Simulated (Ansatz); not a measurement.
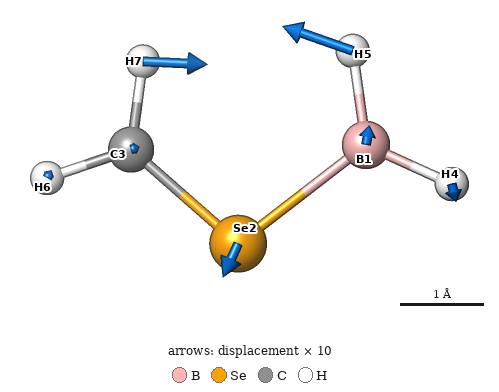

This is a relaxation of CH4BSe (charge +1). The starting structure is drawn; blue arrows show the displacements, magnified 10 times. The two geometries are superimposed by the best rigid fit.

The picture is a ball-and-stick view, seen face on.

The calculation used RKS PBE0-D4/def2-TZVP (Ansatz). (force threshold 0.005 eV/Å; at most 200 steps)

Q: What happened in the run?

A: The largest move after the best rigid fit is that of H5, 0.091 Å. By element the largest moves are H 0.091 Å, Se 0.046 Å, B 0.025 Å, C 0.011 Å. Among the contacts that change: B1–Se2 1.970 → 2.028 Å, B1–H4 1.162 → 1.182 Å, Se2–C3 1.753 → 1.761 Å. Among the angles between lasting bonds that change: H4–B1–H5 122.9° → 129.2°, H6–C3–H7 115.9° → 119.1°, Se2–B1–H5 119.0° → 115.8°. The energy falls by 5.99 kJ/mol in 8 accepted moves (9 points after the start). The largest force component goes from 0.85 to 0.00076 eV/Å. The line search rejected the trial step at point 2 of the run.
